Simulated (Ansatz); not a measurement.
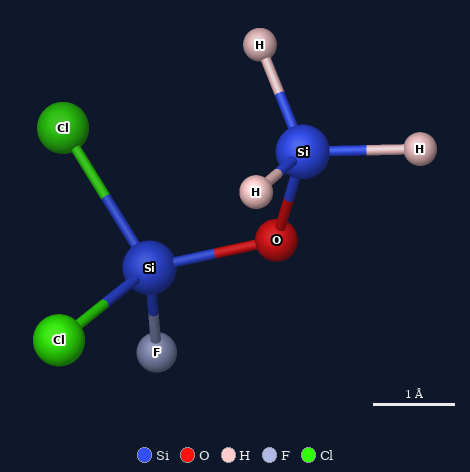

Figure 1. The structure as given in the input (ball-and-stick view, seen at a tilt).

Molecular dynamics of Si2H3Cl2OF (part 1 of 2)

System: Si2H3Cl2OF.
Method: RKS PBE-D4/STO-3G (Ansatz 0.2.0).

It belongs to a series of runs on one base structure; here: dynamics from the start.

### The input
```yaml
crystal:
  periodic: [false, false, false]
  atoms:
    - { symbol: Si, position_ang: [-0.011753, -0.032158, 0.033192] }
    - { symbol: O, position_ang: [0.094327, -0.337948, 1.669329] }
    - { symbol: Si, position_ang: [-1.341968, -0.451489, 2.635964] }
    - { symbol: H, position_ang: [-2.193563, -1.539344, 2.164307] }
    - { symbol: H, position_ang: [-0.850804, -0.725717, 3.977568] }
    - { symbol: H, position_ang: [-2.081607, 0.806694, 2.604573] }
    - { symbol: F, position_ang: [1.516887, 0.005117, -0.526873] }
    - { symbol: Cl, position_ang: [-0.948593, 1.834749, -0.396003] }
    - { symbol: Cl, position_ang: [-1.092925, -1.540603, -1.017156] }
basis:
  gaussian: { orbitals: STO-3G }
hamiltonian:
  xc: pbe
  dispersion: d4
md:
  timestep: 0.5
  n_steps: 150
  ensemble: nve
  temperature: 100.0
  initial_velocities: maxwell_boltzmann
  seed: 903925
  masses: [{ species: H, mass: 3.016 }]
```

Machine: 1 thread of Arm Neoverse V1, 24 GiB of memory available, shared host.

Run as:
```bash
ansatz run input.yaml --threads 1 --pin off --max-ram 2048MiB --backend cpu --events-out ev --progress --plain --runs-dir out
```

### The program's output
```
Engine: ansatz 0.2.0, aarch64-unknown-linux-gnu
Functional definition: PBE
  parameter kappa = 0.804
  parameter beta = 0.06672455060314922
  exchange = pbe_x(kappa = kappa, mu = beta*pi^2/3)
  correlation = pbe_c(beta = beta)
643 factors; integrals over basis functions are off by at most 1.0e-5 eV
mean field evaluation 1: about -45063.9842 eV, gradient 4.0e1 eV
mean field evaluation 2: about -45055.5661 eV, gradient 7.0e1 eV
mean field evaluation 4: about -45070.0918 eV, gradient 5.3e0 eV
mean field evaluation 8: about -45070.1493 eV, gradient 1.4e-1 eV
mean field -45070.14936901 eV, -1656.2974396666 hartree, gradient 4.3e-5 eV, S^2 0.000000; 0 other end points of the search recorded, 0 dependent functions left out
the calculation of the forces begins
reference -45070.14939023 eV, -1656.2974404464 hartree; 41, 41 occupied and 8, 8 virtual orbitals, 643 factors
md step     0: t =     0.00 fs  T =   100.0 K  F+E_penalty+E_count = -45070.45829146 eV  E_kin = 0.090482 eV  conserved = -45070.36780946 eV  (22 SCF iters)
these checks for a lower state are left out or cut short: starts, cluster_reference, orbital_swaps, neighbouring_geometries, increment
643 factors; integrals over basis functions are off by at most 1.0e-5 eV
mean field evaluation 16: about -45070.1491 eV, gradient 1.5e-1 eV
mean field -45070.14923884 eV, -1656.2974348828 hartree, gradient 1.0e-5 eV, S^2 0.000000; 0 other end points of the search recorded, 0 dependent functions left out
the calculation of the forces begins
reference -45070.14926006 eV, -1656.2974356627 hartree; 41, 41 occupied and 8, 8 virtual orbitals, 643 factors
md step     1: t =     0.50 fs  T =    99.7 K  F+E_penalty+E_count = -45070.45804583 eV  E_kin = 0.090237 eV  conserved = -45070.36780888 eV  (21 SCF iters)
[... from here on the SCF iterations and repeated set-up lines of each step are left out, up to the last step ...]
md step     2: t =     1.00 fs  T =    99.0 K  F+E_penalty+E_count = -45070.45735943 eV  E_kin = 0.089552 eV  conserved = -45070.36780749 eV  (21 SCF iters)
md step     3: t =     1.50 fs  T =    97.8 K  F+E_penalty+E_count = -45070.45625502 eV  E_kin = 0.088448 eV  conserved = -45070.36780653 eV  (21 SCF iters)
md step     4: t =     2.00 fs  T =    96.1 K  F+E_penalty+E_count = -45070.45476352 eV  E_kin = 0.086960 eV  conserved = -45070.36780381 eV  (21 SCF iters)
md step     5: t =     2.50 fs  T =    94.1 K  F+E_penalty+E_count = -45070.45292910 eV  E_kin = 0.085128 eV  conserved = -45070.36780062 eV  (21 SCF iters)
md step     6: t =     3.00 fs  T =    91.7 K  F+E_penalty+E_count = -45070.45080232 eV  E_kin = 0.083005 eV  conserved = -45070.36779712 eV  (21 SCF iters)
md step     7: t =     3.50 fs  T =    89.1 K  F+E_penalty+E_count = -45070.44843878 eV  E_kin = 0.080645 eV  conserved = -45070.36779346 eV  (21 SCF iters)
md step     8: t =     4.00 fs  T =    86.3 K  F+E_penalty+E_count = -45070.44589659 eV  E_kin = 0.078107 eV  conserved = -45070.36778981 eV  (21 SCF iters)
md step     9: t =     4.50 fs  T =    83.4 K  F+E_penalty+E_count = -45070.44323375 eV  E_kin = 0.075447 eV  conserved = -45070.36778632 eV  (21 SCF iters)
md step    10: t =     5.00 fs  T =    80.4 K  F+E_penalty+E_count = -45070.44050588 eV  E_kin = 0.072723 eV  conserved = -45070.36778311 eV  (21 SCF iters)
md step    11: t =     5.50 fs  T =    77.3 K  F+E_penalty+E_count = -45070.43776412 eV  E_kin = 0.069984 eV  conserved = -45070.36778028 eV  (21 SCF iters)
md step    12: t =     6.00 fs  T =    74.4 K  F+E_penalty+E_count = -45070.43505358 eV  E_kin = 0.067276 eV  conserved = -45070.36777794 eV  (21 SCF iters)
md step    13: t =     6.50 fs  T =    71.4 K  F+E_penalty+E_count = -45070.43241195 eV  E_kin = 0.064636 eV  conserved = -45070.36777595 eV  (21 SCF iters)
md step    14: t =     7.00 fs  T =    68.6 K  F+E_penalty+E_count = -45070.42986943 eV  E_kin = 0.062095 eV  conserved = -45070.36777450 eV  (21 SCF iters)
md step    15: t =     7.50 fs  T =    66.0 K  F+E_penalty+E_count = -45070.42744808 eV  E_kin = 0.059674 eV  conserved = -45070.36777359 eV  (21 SCF iters)
md step    16: t =     8.00 fs  T =    63.4 K  F+E_penalty+E_count = -45070.42516226 eV  E_kin = 0.057389 eV  conserved = -45070.36777315 eV  (21 SCF iters)
md step    17: t =     8.50 fs  T =    61.1 K  F+E_penalty+E_count = -45070.42301954 eV  E_kin = 0.055247 eV  conserved = -45070.36777303 eV  (20 SCF iters)
md step    18: t =     9.00 fs  T =    58.9 K  F+E_penalty+E_count = -45070.42102302 eV  E_kin = 0.053249 eV  conserved = -45070.36777434 eV  (20 SCF iters)
md step    19: t =     9.50 fs  T =    56.8 K  F+E_penalty+E_count = -45070.41916796 eV  E_kin = 0.051393 eV  conserved = -45070.36777467 eV  (20 SCF iters)
md step    20: t =    10.00 fs  T =    54.9 K  F+E_penalty+E_count = -45070.41745030 eV  E_kin = 0.049675 eV  conserved = -45070.36777508 eV  (20 SCF iters)
md step    21: t =    10.50 fs  T =    53.1 K  F+E_penalty+E_count = -45070.41586344 eV  E_kin = 0.048088 eV  conserved = -45070.36777549 eV  (25 SCF iters)
md step    22: t =    11.00 fs  T =    51.5 K  F+E_penalty+E_count = -45070.41440077 eV  E_kin = 0.046625 eV  conserved = -45070.36777583 eV  (20 SCF iters)
md step    23: t =    11.50 fs  T =    50.0 K  F+E_penalty+E_count = -45070.41305673 eV  E_kin = 0.045281 eV  conserved = -45070.36777606 eV  (20 SCF iters)
md step    24: t =    12.00 fs  T =    48.7 K  F+E_penalty+E_count = -45070.41182756 eV  E_kin = 0.044051 eV  conserved = -45070.36777615 eV  (20 SCF iters)
md step    25: t =    12.50 fs  T =    47.5 K  F+E_penalty+E_count = -45070.41071168 eV  E_kin = 0.042936 eV  conserved = -45070.36777612 eV  (21 SCF iters)
md step    26: t =    13.00 fs  T =    46.3 K  F+E_penalty+E_count = -45070.40970957 eV  E_kin = 0.041934 eV  conserved = -45070.36777604 eV  (20 SCF iters)
md step    27: t =    13.50 fs  T =    45.4 K  F+E_penalty+E_count = -45070.40882353 eV  E_kin = 0.041047 eV  conserved = -45070.36777625 eV  (20 SCF iters)
md step    28: t =    14.00 fs  T =    44.5 K  F+E_penalty+E_count = -45070.40805549 eV  E_kin = 0.040279 eV  conserved = -45070.36777610 eV  (20 SCF iters)
md step    29: t =    14.50 fs  T =    43.8 K  F+E_penalty+E_count = -45070.40740811 eV  E_kin = 0.039632 eV  conserved = -45070.36777606 eV  (20 SCF iters)
md step    30: t =    15.00 fs  T =    43.2 K  F+E_penalty+E_count = -45070.40688192 eV  E_kin = 0.039106 eV  conserved = -45070.36777620 eV  (20 SCF iters)
md step    31: t =    15.50 fs  T =    42.8 K  F+E_penalty+E_count = -45070.40647457 eV  E_kin = 0.038698 eV  conserved = -45070.36777659 eV  (20 SCF iters)
md step    32: t =    16.00 fs  T =    42.4 K  F+E_penalty+E_count = -45070.40617969 eV  E_kin = 0.038402 eV  conserved = -45070.36777728 eV  (20 SCF iters)
md step    33: t =    16.50 fs  T =    42.2 K  F+E_penalty+E_count = -45070.40598621 eV  E_kin = 0.038208 eV  conserved = -45070.36777829 eV  (20 SCF iters)
md step    34: t =    17.00 fs  T =    42.1 K  F+E_penalty+E_count = -45070.40587803 eV  E_kin = 0.038098 eV  conserved = -45070.36777962 eV  (20 SCF iters)
md step    35: t =    17.50 fs  T =    42.1 K  F+E_penalty+E_count = -45070.40583418 eV  E_kin = 0.038053 eV  conserved = -45070.36778120 eV  (20 SCF iters)
md step    36: t =    18.00 fs  T =    42.0 K  F+E_penalty+E_count = -45070.40582964 eV  E_kin = 0.038047 eV  conserved = -45070.36778297 eV  (20 SCF iters)
md step    37: t =    18.50 fs  T =    42.1 K  F+E_penalty+E_count = -45070.40583650 eV  E_kin = 0.038052 eV  conserved = -45070.36778482 eV  (20 SCF iters)
md step    38: t =    19.00 fs  T =    42.0 K  F+E_penalty+E_count = -45070.40582563 eV  E_kin = 0.038039 eV  conserved = -45070.36778662 eV  (20 SCF iters)
md step    39: t =    19.50 fs  T =    42.0 K  F+E_penalty+E_count = -45070.40576840 eV  E_kin = 0.037980 eV  conserved = -45070.36778799 eV  (20 SCF iters)
md step    40: t =    20.00 fs  T =    41.8 K  F+E_penalty+E_count = -45070.40563947 eV  E_kin = 0.037850 eV  conserved = -45070.36778907 eV  (20 SCF iters)
md step    41: t =    20.50 fs  T =    41.6 K  F+E_penalty+E_count = -45070.40541834 eV  E_kin = 0.037628 eV  conserved = -45070.36778998 eV  (20 SCF iters)
md step    42: t =    21.00 fs  T =    41.2 K  F+E_penalty+E_count = -45070.40509064 eV  E_kin = 0.037300 eV  conserved = -45070.36779038 eV  (20 SCF iters)
md step    43: t =    21.50 fs  T =    40.7 K  F+E_penalty+E_count = -45070.40465029 eV  E_kin = 0.036860 eV  conserved = -45070.36779022 eV  (20 SCF iters)
md step    44: t =    22.00 fs  T =    40.1 K  F+E_penalty+E_count = -45070.40410014 eV  E_kin = 0.036311 eV  conserved = -45070.36778948 eV  (20 SCF iters)
md step    45: t =    22.50 fs  T =    39.4 K  F+E_penalty+E_count = -45070.40345220 eV  E_kin = 0.035664 eV  conserved = -45070.36778808 eV  (20 SCF iters)
md step    46: t =    23.00 fs  T =    38.6 K  F+E_penalty+E_count = -45070.40272753 eV  E_kin = 0.034941 eV  conserved = -45070.36778616 eV  (25 SCF iters)
md step    47: t =    23.50 fs  T =    37.8 K  F+E_penalty+E_count = -45070.40195522 eV  E_kin = 0.034171 eV  conserved = -45070.36778396 eV  (20 SCF iters)
md step    48: t =    24.00 fs  T =    36.9 K  F+E_penalty+E_count = -45070.40117041 eV  E_kin = 0.033389 eV  conserved = -45070.36778144 eV  (20 SCF iters)
md step    49: t =    24.50 fs  T =    36.1 K  F+E_penalty+E_count = -45070.40041292 eV  E_kin = 0.032634 eV  conserved = -45070.36777883 eV  (20 SCF iters)
md step    50: t =    25.00 fs  T =    35.3 K  F+E_penalty+E_count = -45070.39972449 eV  E_kin = 0.031948 eV  conserved = -45070.36777625 eV  (20 SCF iters)
md step    51: t =    25.50 fs  T =    34.7 K  F+E_penalty+E_count = -45070.39914641 eV  E_kin = 0.031373 eV  conserved = -45070.36777385 eV  (20 SCF iters)
md step    52: t =    26.00 fs  T =    34.2 K  F+E_penalty+E_count = -45070.39871696 eV  E_kin = 0.030945 eV  conserved = -45070.36777180 eV  (20 SCF iters)
md step    53: t =    26.50 fs  T =    33.9 K  F+E_penalty+E_count = -45070.39846901 eV  E_kin = 0.030699 eV  conserved = -45070.36777027 eV  (20 SCF iters)
md step    54: t =    27.00 fs  T =    33.9 K  F+E_penalty+E_count = -45070.39842775 eV  E_kin = 0.030658 eV  conserved = -45070.36776927 eV  (20 SCF iters)
md step    55: t =    27.50 fs  T =    34.1 K  F+E_penalty+E_count = -45070.39860923 eV  E_kin = 0.030840 eV  conserved = -45070.36776892 eV  (20 SCF iters)
md step    56: t =    28.00 fs  T =    34.5 K  F+E_penalty+E_count = -45070.39901902 eV  E_kin = 0.031250 eV  conserved = -45070.36776927 eV  (20 SCF iters)
md step    57: t =    28.50 fs  T =    35.2 K  F+E_penalty+E_count = -45070.39965177 eV  E_kin = 0.031881 eV  conserved = -45070.36777037 eV  (20 SCF iters)
md step    58: t =    29.00 fs  T =    36.2 K  F+E_penalty+E_count = -45070.40049096 eV  E_kin = 0.032719 eV  conserved = -45070.36777205 eV  (20 SCF iters)
md step    59: t =    29.50 fs  T =    37.3 K  F+E_penalty+E_count = -45070.40151008 eV  E_kin = 0.033736 eV  conserved = -45070.36777428 eV  (20 SCF iters)
md step    60: t =    30.00 fs  T =    38.6 K  F+E_penalty+E_count = -45070.40267363 eV  E_kin = 0.034897 eV  conserved = -45070.36777700 eV  (20 SCF iters)
md step    61: t =    30.50 fs  T =    40.0 K  F+E_penalty+E_count = -45070.40393890 eV  E_kin = 0.036159 eV  conserved = -45070.36777999 eV  (20 SCF iters)
md step    62: t =    31.00 fs  T =    41.4 K  F+E_penalty+E_count = -45070.40525842 eV  E_kin = 0.037475 eV  conserved = -45070.36778312 eV  (20 SCF iters)
md step    63: t =    31.50 fs  T =    42.9 K  F+E_penalty+E_count = -45070.40658230 eV  E_kin = 0.038796 eV  conserved = -45070.36778624 eV  (20 SCF iters)
md step    64: t =    32.00 fs  T =    44.3 K  F+E_penalty+E_count = -45070.40786093 eV  E_kin = 0.040072 eV  conserved = -45070.36778918 eV  (20 SCF iters)
md step    65: t =    32.50 fs  T =    45.6 K  F+E_penalty+E_count = -45070.40904754 eV  E_kin = 0.041256 eV  conserved = -45070.36779183 eV  (20 SCF iters)
md step    66: t =    33.00 fs  T =    46.8 K  F+E_penalty+E_count = -45070.41010043 eV  E_kin = 0.042306 eV  conserved = -45070.36779396 eV  (20 SCF iters)
md step    67: t =    33.50 fs  T =    47.7 K  F+E_penalty+E_count = -45070.41098412 eV  E_kin = 0.043190 eV  conserved = -45070.36779444 eV  (20 SCF iters)
md step    68: t =    34.00 fs  T =    48.5 K  F+E_penalty+E_count = -45070.41167503 eV  E_kin = 0.043880 eV  conserved = -45070.36779538 eV  (20 SCF iters)
md step    69: t =    34.50 fs  T =    49.0 K  F+E_penalty+E_count = -45070.41215602 eV  E_kin = 0.044360 eV  conserved = -45070.36779577 eV  (20 SCF iters)
md step    70: t =    35.00 fs  T =    49.3 K  F+E_penalty+E_count = -45070.41242070 eV  E_kin = 0.044625 eV  conserved = -45070.36779557 eV  (20 SCF iters)
md step    71: t =    35.50 fs  T =    49.4 K  F+E_penalty+E_count = -45070.41247225 eV  E_kin = 0.044677 eV  conserved = -45070.36779483 eV  (24 SCF iters)
md step    72: t =    36.00 fs  T =    49.2 K  F+E_penalty+E_count = -45070.41232195 eV  E_kin = 0.044529 eV  conserved = -45070.36779325 eV  (20 SCF iters)
md step    73: t =    36.50 fs  T =    48.8 K  F+E_penalty+E_count = -45070.41198934 eV  E_kin = 0.044198 eV  conserved = -45070.36779173 eV  (20 SCF iters)
md step    74: t =    37.00 fs  T =    48.3 K  F+E_penalty+E_count = -45070.41149806 eV  E_kin = 0.043708 eV  conserved = -45070.36779001 eV  (20 SCF iters)
md step    75: t =    37.50 fs  T =    47.6 K  F+E_penalty+E_count = -45070.41087541 eV  E_kin = 0.043087 eV  conserved = -45070.36778821 eV  (20 SCF iters)
md step    76: t =    38.00 fs  T =    46.8 K  F+E_penalty+E_count = -45070.41015002 eV  E_kin = 0.042364 eV  conserved = -45070.36778644 eV  (20 SCF iters)
md step    77: t =    38.50 fs  T =    45.9 K  F+E_penalty+E_count = -45070.40934883 eV  E_kin = 0.041565 eV  conserved = -45070.36778367 eV  (20 SCF iters)
md step    78: t =    39.00 fs  T =    45.0 K  F+E_penalty+E_count = -45070.40850020 eV  E_kin = 0.040718 eV  conserved = -45070.36778223 eV  (20 SCF iters)
md step    79: t =    39.50 fs  T =    44.0 K  F+E_penalty+E_count = -45070.40762600 eV  E_kin = 0.039845 eV  conserved = -45070.36778102 eV  (20 SCF iters)
md step    80: t =    40.00 fs  T =    43.1 K  F+E_penalty+E_count = -45070.40674553 eV  E_kin = 0.038965 eV  conserved = -45070.36778006 eV  (20 SCF iters)
md step    81: t =    40.50 fs  T =    42.1 K  F+E_penalty+E_count = -45070.40587432 eV  E_kin = 0.038095 eV  conserved = -45070.36777931 eV  (20 SCF iters)
md step    82: t =    41.00 fs  T =    41.2 K  F+E_penalty+E_count = -45070.40502449 eV  E_kin = 0.037246 eV  conserved = -45070.36777874 eV  (20 SCF iters)
md step    83: t =    41.50 fs  T =    40.3 K  F+E_penalty+E_count = -45070.40420548 eV  E_kin = 0.036427 eV  conserved = -45070.36777827 eV  (20 SCF iters)
md step    84: t =    42.00 fs  T =    39.4 K  F+E_penalty+E_count = -45070.40342500 eV  E_kin = 0.035647 eV  conserved = -45070.36777784 eV  (20 SCF iters)
md step    85: t =    42.50 fs  T =    38.6 K  F+E_penalty+E_count = -45070.40269012 eV  E_kin = 0.034913 eV  conserved = -45070.36777738 eV  (20 SCF iters)
md step    86: t =    43.00 fs  T =    37.8 K  F+E_penalty+E_count = -45070.40200828 eV  E_kin = 0.034231 eV  conserved = -45070.36777685 eV  (20 SCF iters)
md step    87: t =    43.50 fs  T =    37.1 K  F+E_penalty+E_count = -45070.40138816 eV  E_kin = 0.033612 eV  conserved = -45070.36777620 eV  (20 SCF iters)
md step    88: t =    44.00 fs  T =    36.5 K  F+E_penalty+E_count = -45070.40084026 eV  E_kin = 0.033065 eV  conserved = -45070.36777542 eV  (20 SCF iters)
md step    89: t =    44.50 fs  T =    36.0 K  F+E_penalty+E_count = -45070.40037712 eV  E_kin = 0.032603 eV  conserved = -45070.36777452 eV  (20 SCF iters)
md step    90: t =    45.00 fs  T =    35.6 K  F+E_penalty+E_count = -45070.40001321 eV  E_kin = 0.032240 eV  conserved = -45070.36777356 eV  (20 SCF iters)
md step    91: t =    45.50 fs  T =    35.4 K  F+E_penalty+E_count = -45070.39976441 eV  E_kin = 0.031992 eV  conserved = -45070.36777266 eV  (20 SCF iters)
md step    92: t =    46.00 fs  T =    35.2 K  F+E_penalty+E_count = -45070.39964687 eV  E_kin = 0.031875 eV  conserved = -45070.36777167 eV  (20 SCF iters)
md step    93: t =    46.50 fs  T =    35.3 K  F+E_penalty+E_count = -45070.39967644 eV  E_kin = 0.031906 eV  conserved = -45070.36777081 eV  (20 SCF iters)
md step    94: t =    47.00 fs  T =    35.5 K  F+E_penalty+E_count = -45070.39986699 eV  E_kin = 0.032097 eV  conserved = -45070.36777014 eV  (20 SCF iters)
md step    95: t =    47.50 fs  T =    35.9 K  F+E_penalty+E_count = -45070.40022917 eV  E_kin = 0.032459 eV  conserved = -45070.36776976 eV  (24 SCF iters)
md step    96: t =    48.00 fs  T =    36.5 K  F+E_penalty+E_count = -45070.40076910 eV  E_kin = 0.032999 eV  conserved = -45070.36776973 eV  (20 SCF iters)
md step    97: t =    48.50 fs  T =    37.3 K  F+E_penalty+E_count = -45070.40148725 eV  E_kin = 0.033717 eV  conserved = -45070.36777011 eV  (20 SCF iters)
md step    98: t =    49.00 fs  T =    38.2 K  F+E_penalty+E_count = -45070.40237757 eV  E_kin = 0.034607 eV  conserved = -45070.36777094 eV  (20 SCF iters)
md step    99: t =    49.50 fs  T =    39.4 K  F+E_penalty+E_count = -45070.40342696 eV  E_kin = 0.035655 eV  conserved = -45070.36777221 eV  (20 SCF iters)
md step   100: t =    50.00 fs  T =    40.7 K  F+E_penalty+E_count = -45070.40461514 eV  E_kin = 0.036841 eV  conserved = -45070.36777392 eV  (20 SCF iters)
md step   101: t =    50.50 fs  T =    42.2 K  F+E_penalty+E_count = -45070.40591497 eV  E_kin = 0.038139 eV  conserved = -45070.36777601 eV  (20 SCF iters)
md step   102: t =    51.00 fs  T =    43.7 K  F+E_penalty+E_count = -45070.40729328 eV  E_kin = 0.039515 eV  conserved = -45070.36777849 eV  (20 SCF iters)
md step   103: t =    51.50 fs  T =    45.2 K  F+E_penalty+E_count = -45070.40871175 eV  E_kin = 0.040931 eV  conserved = -45070.36778109 eV  (20 SCF iters)
md step   104: t =    52.00 fs  T =    46.8 K  F+E_penalty+E_count = -45070.41012896 eV  E_kin = 0.042345 eV  conserved = -45070.36778380 eV  (20 SCF iters)
md step   105: t =    52.50 fs  T =    48.3 K  F+E_penalty+E_count = -45070.41150188 eV  E_kin = 0.043715 eV  conserved = -45070.36778647 eV  (20 SCF iters)
md step   106: t =    53.00 fs  T =    49.7 K  F+E_penalty+E_count = -45070.41278815 eV  E_kin = 0.044999 eV  conserved = -45070.36778905 eV  (20 SCF iters)
md step   107: t =    53.50 fs  T =    51.0 K  F+E_penalty+E_count = -45070.41394790 eV  E_kin = 0.046157 eV  conserved = -45070.36779125 eV  (20 SCF iters)
md step   108: t =    54.00 fs  T =    52.1 K  F+E_penalty+E_count = -45070.41494633 eV  E_kin = 0.047153 eV  conserved = -45070.36779302 eV  (20 SCF iters)
md step   109: t =    54.50 fs  T =    53.0 K  F+E_penalty+E_count = -45070.41575537 eV  E_kin = 0.047961 eV  conserved = -45070.36779428 eV  (20 SCF iters)
md step   110: t =    55.00 fs  T =    53.7 K  F+E_penalty+E_count = -45070.41635532 eV  E_kin = 0.048560 eV  conserved = -45070.36779492 eV  (20 SCF iters)
md step   111: t =    55.50 fs  T =    54.1 K  F+E_penalty+E_count = -45070.41673620 eV  E_kin = 0.048941 eV  conserved = -45070.36779491 eV  (20 SCF iters)
md step   112: t =    56.00 fs  T =    54.3 K  F+E_penalty+E_count = -45070.41689844 eV  E_kin = 0.049104 eV  conserved = -45070.36779429 eV  (20 SCF iters)
md step   113: t =    56.50 fs  T =    54.2 K  F+E_penalty+E_count = -45070.41685284 eV  E_kin = 0.049060 eV  conserved = -45070.36779298 eV  (20 SCF iters)
md step   114: t =    57.00 fs  T =    54.0 K  F+E_penalty+E_count = -45070.41662044 eV  E_kin = 0.048829 eV  conserved = -45070.36779103 eV  (20 SCF iters)
md step   115: t =    57.50 fs  T =    53.5 K  F+E_penalty+E_count = -45070.41623150 eV  E_kin = 0.048443 eV  conserved = -45070.36778867 eV  (20 SCF iters)
```
